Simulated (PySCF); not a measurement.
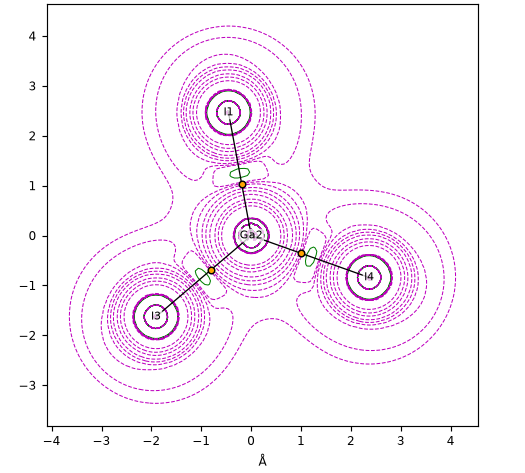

Figure. GaI$_{3}$, SMILES `I[Ga](I)I`. Negative Laplacian of the density (−∇²ρ) in the molecular plane (solid green lines positive, dashed magenta lines negative, contours at ±0.02 to ±8 a.u.), with bond paths and bond critical points (dots).

PySCF calculation, ωB97X/def2-TZVP, gas phase; geometry: GFN2-xTB. Core potentials replace the inner electrons of I; spin–orbit coupling isn't included. No frequency check shows the geometry to be a minimum. GFN2-xTB bond lengths at metals and heavier atoms can be off by up to 0.1 Å and shapes distorted, which carries into these values.

Input

```python
import numpy as np
from pyscf import gto, scf, dft
from pyscf.scf import atom_ks, atom_hf
from scipy.linalg import block_diag

def solve(mol, dm0=None, hcore=None):
    mf = (dft.UKS if mol.spin else dft.RKS)(mol, xc='wb97x')
    mf.grids.level = 3
    mf = mf.density_fit(auxbasis='def2-universal-jkfit')
    mf.conv_tol, mf.max_cycle = 1e-8, 80
    if hcore is not None:
        mf.get_hcore = lambda *args: hcore
    mf.kernel(dm0)
    if not mf.converged:
        mf = mf.newton().run(mf.mo_coeff, mf.mo_occ, max_cycle=30)
    assert mf.converged, 'SCF not converged'
    return mf

mol = gto.M(atom='''
I      1.28888    -2.15134     0.00000
Ga    -0.00069     0.00000     0.00000
I      1.21888     2.19175     0.00000
I     -2.50735    -0.04042     0.00000
''', basis='def2-tzvp', ecp={'I': 'def2-tzvp'}, charge=0, spin=0, verbose=4)
mf = solve(mol)
mf.analyze()
# spherically averaged free atoms, for the promolecule
atom_ks.AtomSphAverageRKS.init_guess_by_vsap = lambda self, mol=None: self.init_guess_by_minao(mol)  # core potentials
atm = atom_ks.get_atm_nrks(mol, xc='wb97x')
pro = block_diag(*[(atm[a[0]][2] * atm[a[0]][3]) @ atm[a[0]][2].T for a in mol._atom])
np.savez('result.npz', e=mf.e_tot, c=mf.mo_coeff, occ=mf.mo_occ, eps=mf.mo_energy, pro=pro, dip=mf.dip_moment(verbose=0), s2=mf.spin_square()[0])
```

Command:

```sh
OMP_NUM_THREADS=1 python input.py
```

The run took 49 s on 1 thread of Arm Neoverse V1, with other jobs on the host, peak memory 0.83 GiB.

Partitions, critical points and surface values were worked out afterwards from this run's density.

At which bond critical points in this plane is charge locally concentrated, and at which depleted?

At none is it concentrated. Depleted (∇²ρ > 0): Ga2–I4, I1–Ga2 and Ga2–I3 (+0.04 a.u., H = −0.029).

Where along Ga2–I4 does the critical point lie?

1.06 Å from Ga2 and 1.45 Å from I4.
